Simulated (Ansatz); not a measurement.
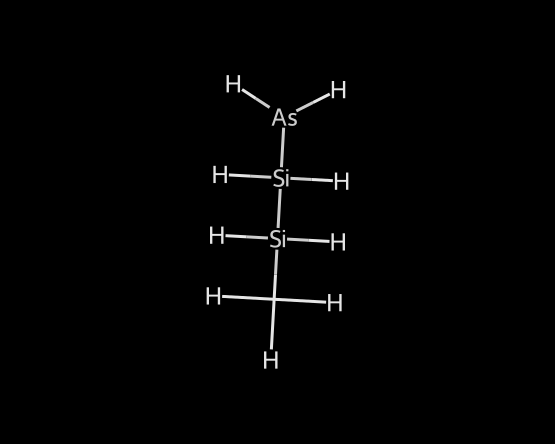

The geometry was computed by an optimisation with PBE-D4/def2-SVP. No frequency run is at hand to confirm it as a minimum. Properties computed with RKS PBE-D4/def2-SVP (Ansatz 0.2.0).

### What is the dispersion correction?

−31.0 kJ/mol.

### What is the dipole moment?

0.52 D.
